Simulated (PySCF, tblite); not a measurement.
# C3H13N3Si: a rotation path, then NMR shifts on frames, part 1 of 2

Aim: move C3H13N3Si (`NCC(CN)N[SiH3]`) away from its starting geometry and see how NMR shifts follow the geometry.

Programs: tblite 0.8.0 and PySCF 2.14.0, with density-fitted response routines of our own. Each step states its level of theory. These are calculated values for one molecule in the gas phase, unless marked as measured. Atoms are numbered from 0 throughout.

## Step 1: Starting geometry

20 atoms, charge 0, multiplicity 1; geometry from: GFN2-xTB.

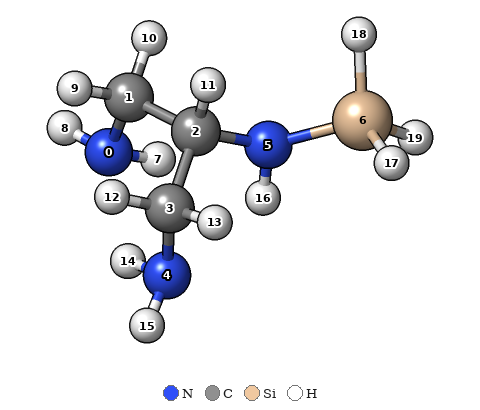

The starting geometry (nitrogen blue, carbon grey, silicon light orange, hydrogen white), atoms numbered.

## Step 2: A band between two rotamers with GFN2-xTB

The job: settings as JSON, then the geometry in Å.

```
{"job": {"kind": "neb", "xc": "GFN2-xTB", "basis": "xTB", "atoms": [3, 2, 5, 6], "turn": 120}, "charge": 0, "multiplicity": 1}
N     -1.293502     1.815119    -0.070311
C     -0.585639     1.184326     1.036605
C      0.086721    -0.139411     0.620304
C     -0.937724    -1.206116     0.201844
N     -1.497213    -0.873744    -1.097474
N      1.046537     0.092022    -0.433565
Si     2.595000    -0.645903    -0.472585
H     -0.624192     2.052626    -0.796422
H     -1.722513     2.679447     0.244704
H     -1.314500     0.976384     1.825854
H      0.199740     1.832281     1.459168
H      0.620139    -0.507650     1.503542
H     -1.693838    -1.302050     0.999502
H     -0.419931    -2.167055     0.108482
H     -1.930281     0.045348    -1.035977
H     -2.208128    -1.548658    -1.356391
H      0.549509     0.156196    -1.312885
H      2.639137    -2.112633    -0.596937
H      3.234867    -0.285792     0.795940
H      3.250660    -0.034059    -1.626434
```

Method: GFN2-xTB climbing-image nudged elastic band, gas phase.

The run is started by

```bash
OMP_NUM_THREADS=1 python probes_run.py task.json out
```

The driver reads the jobs from task.json and runs them one after another.

Standard output:

```text
image   E - E0 / eV
  0      -0.0000
  1       0.0127
  2       0.0458
  3       0.0978
  4       0.1549
  5       0.1817
  6       0.1516
  7       0.0543
  8      -0.0136
```

Wall time 4.3 s (1 thread of Arm Neoverse V1, shared host); peak memory 0.19 GiB.

The final band, with the dihedral C3–C2–N5–Si6:

| image | dihedral (°) | energy (eV) | energy (kcal/mol) |
| --- | --- | --- | --- |
| 0 | -98 | 0.000 | 0.0 |
| 1 | -83 | 0.013 | 0.3 |
| 2 | -68 | 0.046 | 1.1 |
| 3 | -52 | 0.098 | 2.3 |
| 4 | -37 | 0.155 | 3.6 |
| 5 | -25 | 0.182 | 4.2 |
| 6 | -14 | 0.152 | 3.5 |
| 7 | 3 | 0.054 | 1.3 |
| 8 | 22 | -0.014 | -0.3 |

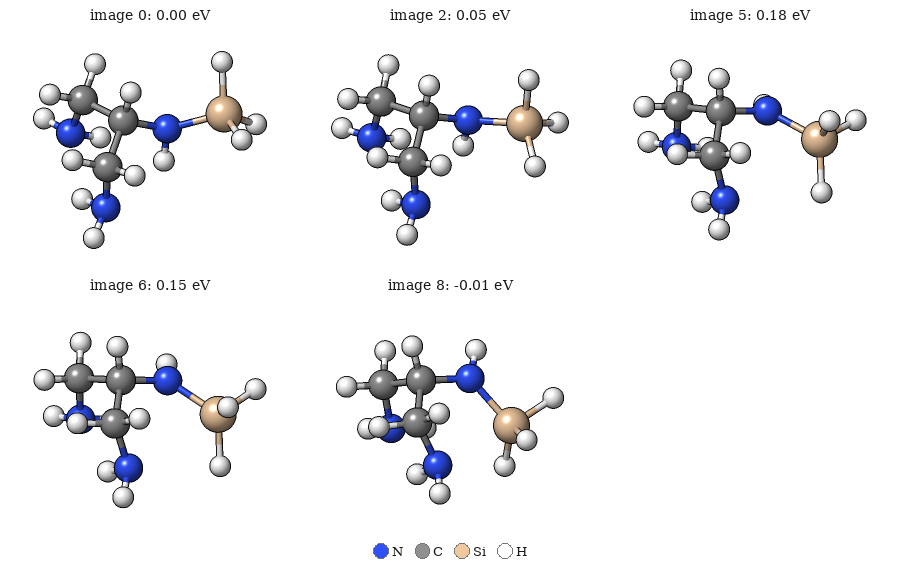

Images along the band.

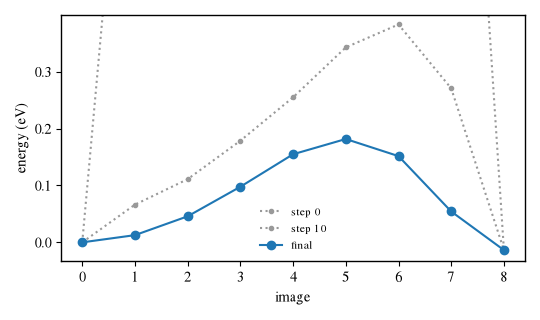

Energy along the band, early and final.

## Step 3: NMR shieldings: image 0, PBE0/pcSseg-1

The job: settings as JSON, then the geometry in Å.

```
{"job": {"kind": "nmr", "xc": "PBE0", "basis": "pcSseg-1", "pop": false}, "charge": 0, "multiplicity": 1}
N     -1.293500     1.815100    -0.070300
C     -0.585600     1.184300     1.036600
C      0.086700    -0.139400     0.620300
C     -0.937700    -1.206100     0.201800
N     -1.497200    -0.873700    -1.097500
N      1.046500     0.092000    -0.433600
Si     2.595000    -0.645900    -0.472600
H     -0.624200     2.052600    -0.796400
H     -1.722500     2.679400     0.244700
H     -1.314500     0.976400     1.825900
H      0.199700     1.832300     1.459200
H      0.620100    -0.507700     1.503500
H     -1.693800    -1.302000     0.999500
H     -0.419900    -2.167100     0.108500
H     -1.930300     0.045300    -1.036000
H     -2.208100    -1.548700    -1.356400
H      0.549500     0.156200    -1.312900
H      2.639100    -2.112600    -0.596900
H      3.234900    -0.285800     0.795900
H      3.250700    -0.034100    -1.626400
```

Level: GIAO PBE0/pcSseg-1 NMR shielding, non-relativistic, gas phase.

Standard output:

```text
coarse grid: 16128 points
cycle   1  E = -575.2880525426  dE =  6.005e-01  |g| = 5.330e-01  |ddm| = 3.828e+00
cycle   2  E = -575.2476586695  dE =  4.039e-02  |g| = 6.961e-01  |ddm| = 1.127e+00
cycle   3  E = -575.3516405163  dE = -1.040e-01  |g| = 6.768e-02  |ddm| = 7.069e-01
cycle   4  E = -575.3524395342  dE = -7.990e-04  |g| = 2.891e-02  |ddm| = 8.232e-02
cycle   5  E = -575.3526029050  dE = -1.634e-04  |g| = 8.881e-03  |ddm| = 3.085e-02
cycle   6  E = -575.3526189418  dE = -1.604e-05  |g| = 1.402e-03  |ddm| = 9.068e-03
cycle   7  E = -575.3526193658  dE = -4.240e-07  |g| = 3.551e-04  |ddm| = 1.619e-03
final grid: 148368 points
cycle   8  E = -575.3864739390  dE = -4.396e-05  |g| = 9.314e-03  |ddm| = 3.073e-02
cycle   9  E = -575.3864606799  dE =  1.326e-05  |g| = 1.215e-02  |ddm| = 1.919e-02
cycle  10  E = -575.3864942771  dE = -3.360e-05  |g| = 8.223e-04  |ddm| = 1.112e-02
cycle  11  E = -575.3864944037  dE = -1.266e-07  |g| = 3.117e-04  |ddm| = 1.011e-03
cycle  12  E = -575.3864944233  dE = -1.955e-08  |g| = 7.479e-05  |ddm| = 2.982e-04
cycle  13  E = -575.3864944244  dE = -1.115e-09  |g| = 2.175e-05  |ddm| = 9.434e-05
cycle  14  E = -575.3864944245  dE = -1.004e-10  |g| = 5.233e-06  |ddm| = 2.114e-05
converged SCF energy = -575.3864944245

GIAO shielding tensors (ppm)
atom      isotropic    diamagn.    paramagn.     s11        s22        s33       span
  0 N      234.000     315.297     -81.297    208.917    237.992    255.090     46.173
  1 C      131.040     244.329    -113.289    122.130    130.007    140.983     18.853
  2 C      131.008     243.059    -112.051    118.107    127.916    147.001     28.894
  3 C      134.220     244.304    -110.084    123.350    135.923    143.386     20.036
  4 N      237.914     315.596     -77.682    195.035    240.051    278.656     83.621
  5 N      251.992     324.001     -72.009    232.593    251.752    271.631     39.037
  6 Si     407.199     880.156    -472.958    364.381    375.841    481.374    116.993
  7 H       30.601      32.432      -1.831     23.014     31.515     37.274     14.261
  8 H       30.929      29.449       1.480     23.351     27.291     42.144     18.793
  9 H       28.818      30.629      -1.811     25.341     27.653     33.459      8.118
 10 H       28.278      30.454      -2.175     22.604     27.883     34.348     11.744
 11 H       29.052      32.855      -3.803     25.225     28.652     33.279      8.054
 12 H       28.266      30.665      -2.400     24.050     26.960     33.787      9.737
 13 H       28.579      30.636      -2.057     24.297     27.372     34.068      9.771
 14 H       28.376      31.485      -3.109     17.620     27.794     39.714     22.094
 15 H       31.400      29.950       1.450     23.703     27.707     42.790     19.087
 16 H       29.423      34.183      -4.761     20.819     28.849     38.599     17.780
 17 H       26.866      29.132      -2.266     22.619     25.199     32.780     10.161
 18 H       27.184      29.708      -2.524     23.214     25.913     32.426      9.212
 19 H       27.042      28.980      -1.939     23.303     25.125     32.697      9.394
```

Run time: 28 s. Hardware: 1 thread of Arm Neoverse V1, shared host; peak memory 0.86 GiB.

Shifts follow as δ = σ(reference) − σ, with reference shieldings (ppm) from runs at the same level and on the same kind of geometry: 1H TMS 31.72, 13C TMS 186.9, 29Si TMS 349.2, 15N NH3 267.7. The references are single molecules in the gas phase, so shifts against H2O, NH3, PH3, H3PO4 or CFCl3 are not on the usual liquid scales and can be off by tens of ppm. Each atom is listed at this fixed geometry, with no averaging over motion; a spectrum would average atoms that exchange fast.

| atoms | environment | σ (ppm) | δ (ppm) |
| --- | --- | --- | --- |
| C2 | sp3 CH bonded to N | 131.0 | 55.9 |
| C1 | sp3 CH2 bonded to N | 131.0 | 55.9 |
| C3 | sp3 CH2 bonded to N | 134.2 | 52.7 |
| H17 | hydrogen on a silicon bonded to N | 26.87 | 4.85 |
| H19 | hydrogen on a silicon bonded to N | 27.04 | 4.68 |
| H18 | hydrogen on a silicon bonded to N | 27.18 | 4.53 |
| H12 | hydrogen on an sp3 CH2 bonded to N | 28.27 | 3.45 |
| H10 | hydrogen on an sp3 CH2 bonded to N | 28.28 | 3.44 |
| H14 | hydrogen on an amine nitrogen | 28.38 | 3.34 |
| H13 | hydrogen on an sp3 CH2 bonded to N | 28.58 | 3.14 |
| H9 | hydrogen on an sp3 CH2 bonded to N | 28.82 | 2.90 |
| H11 | hydrogen on an sp3 CH bonded to N | 29.05 | 2.66 |
| H16 | hydrogen on a nitrogen bonded to C, Si | 29.42 | 2.29 |
| H7 | hydrogen on an amine nitrogen | 30.60 | 1.12 |
| H8 | hydrogen on an amine nitrogen | 30.93 | 0.79 |
| H15 | hydrogen on an amine nitrogen | 31.40 | 0.32 |
| N0 | amine nitrogen | 234.0 | 33.7 |
| N4 | amine nitrogen | 237.9 | 29.8 |
| N5 | nitrogen bonded to C, Si, H | 252.0 | 15.7 |
| Si6 | silicon bonded to N, 3 H | 407.2 | -58.0 |

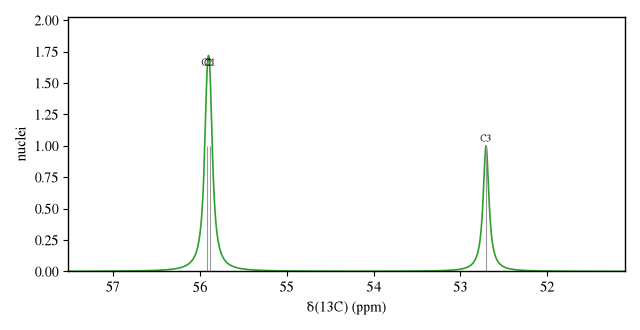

13C lines at the computed shifts, without couplings. Lines are broadened to a width of 0.08 ppm (Lorentzian).

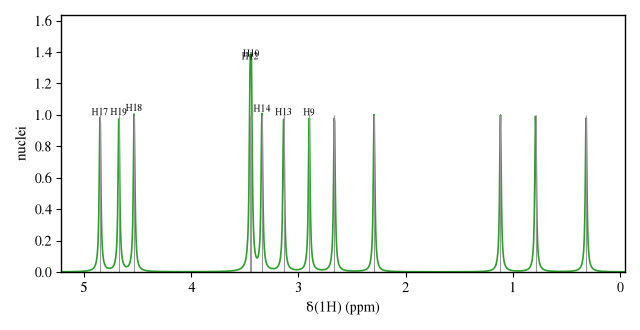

1H lines at the computed shifts, without couplings. Lines are broadened to a width of 0.02 ppm (Lorentzian).

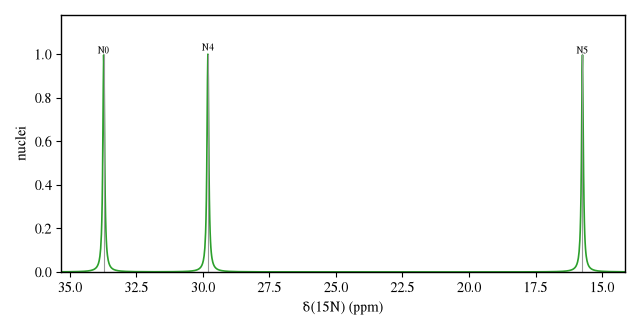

15N lines at the computed shifts, without couplings. Lines are broadened to a width of 0.08 ppm (Lorentzian).

## Step 4: Nuclear shieldings: image 2, PBE0/pcSseg-1

The job: settings as JSON, then the geometry in Å.

```
{"job": {"kind": "nmr", "xc": "PBE0", "basis": "pcSseg-1", "pop": false}, "charge": 0, "multiplicity": 1}
N     -1.366600     1.790800    -0.148200
C     -0.685200     1.266000     1.030200
C      0.132900    -0.001100     0.717900
C     -0.771700    -1.173100     0.297200
N     -1.253600    -0.972100    -1.056900
N      1.151300     0.279900    -0.266600
Si     2.439800    -0.815500    -0.591700
H     -0.678600     2.117100    -0.820200
H     -1.934700     2.590400     0.111000
H     -1.452500     1.010800     1.766900
H     -0.007000     2.003500     1.488800
H      0.642200    -0.289600     1.645300
H     -1.576000    -1.282900     1.045300
H     -0.173200    -2.089800     0.308500
H     -1.761600    -0.091300    -1.091900
H     -1.884900    -1.720800    -1.319200
H      0.708000     0.628000    -1.105900
H      2.087900    -2.117200    -1.177300
H      3.099600    -1.050300     0.694600
H      3.278800    -0.072100    -1.530800
```

Level: GIAO PBE0/pcSseg-1 NMR shielding, non-relativistic, gas phase.

Standard output:

```text
coarse grid: 16128 points
cycle   1  E = -575.2826981779  dE =  6.074e-01  |g| = 5.369e-01  |ddm| = 3.831e+00
cycle   2  E = -575.2444966209  dE =  3.820e-02  |g| = 6.932e-01  |ddm| = 1.130e+00
cycle   3  E = -575.3474615624  dE = -1.030e-01  |g| = 6.824e-02  |ddm| = 6.941e-01
cycle   4  E = -575.3482874936  dE = -8.259e-04  |g| = 2.795e-02  |ddm| = 8.234e-02
cycle   5  E = -575.3484394788  dE = -1.520e-04  |g| = 9.019e-03  |ddm| = 3.010e-02
cycle   6  E = -575.3484560275  dE = -1.655e-05  |g| = 1.421e-03  |ddm| = 9.282e-03
cycle   7  E = -575.3484564664  dE = -4.389e-07  |g| = 3.658e-04  |ddm| = 1.739e-03
final grid: 148368 points
cycle   8  E = -575.3822271662  dE = -3.976e-05  |g| = 9.636e-03  |ddm| = 3.180e-02
cycle   9  E = -575.3822129529  dE =  1.421e-05  |g| = 1.258e-02  |ddm| = 1.981e-02
cycle  10  E = -575.3822489706  dE = -3.602e-05  |g| = 8.054e-04  |ddm| = 1.142e-02
cycle  11  E = -575.3822490909  dE = -1.204e-07  |g| = 3.122e-04  |ddm| = 9.472e-04
cycle  12  E = -575.3822491108  dE = -1.983e-08  |g| = 6.718e-05  |ddm| = 2.984e-04
cycle  13  E = -575.3822491116  dE = -8.678e-10  |g| = 2.244e-05  |ddm| = 8.829e-05
converged SCF energy = -575.3822491116

GIAO shielding tensors (ppm)
atom      isotropic    diamagn.    paramagn.     s11        s22        s33       span
  0 N      233.521     315.224     -81.703    209.268    238.701    252.593     43.325
  1 C      131.651     243.712    -112.061    121.498    131.208    142.245     20.747
  2 C      130.719     243.512    -112.793    118.143    127.644    146.370     28.227
  3 C      134.203     245.842    -111.639    120.777    134.783    147.049     26.272
  4 N      239.438     315.477     -76.039    195.638    241.290    281.385     85.747
  5 N      244.487     323.579     -79.092    226.200    248.557    258.703     32.503
  6 Si     405.081     880.037    -474.955    359.042    376.477    479.725    120.683
  7 H       30.974      32.401      -1.427     23.169     31.864     37.889     14.720
  8 H       30.805      29.329       1.476     23.271     27.197     41.947     18.675
  9 H       28.774      30.433      -1.659     25.110     27.697     33.515      8.405
 10 H       28.194      29.822      -1.628     22.455     27.604     34.522     12.067
 11 H       28.981      32.503      -3.522     25.568     27.908     33.467      7.900
 12 H       28.364      31.096      -2.732     24.376     26.896     33.819      9.443
 13 H       28.540      31.499      -2.960     25.103     27.144     33.372      8.269
 14 H       28.630      31.696      -3.066     18.039     28.051     39.800     21.761
 15 H       31.489      30.392       1.097     23.855     27.729     42.883     19.029
 16 H       30.538      35.201      -4.663     22.850     29.955     38.808     15.957
 17 H       26.821      29.266      -2.445     22.534     25.550     32.381      9.847
 18 H       27.312      29.641      -2.330     23.724     25.603     32.607      8.883
 19 H       27.098      28.923      -1.825     23.232     25.176     32.886      9.654
```

Run time: 27 s. Hardware: 1 thread of Arm Neoverse V1, shared host; peak memory 0.88 GiB.

Key values: δ C2 56.2, C1 55.3, C3 52.7, N0 34.2, H17 4.90, H19 4.62 ppm.

(Continued in part 2 of 2.)
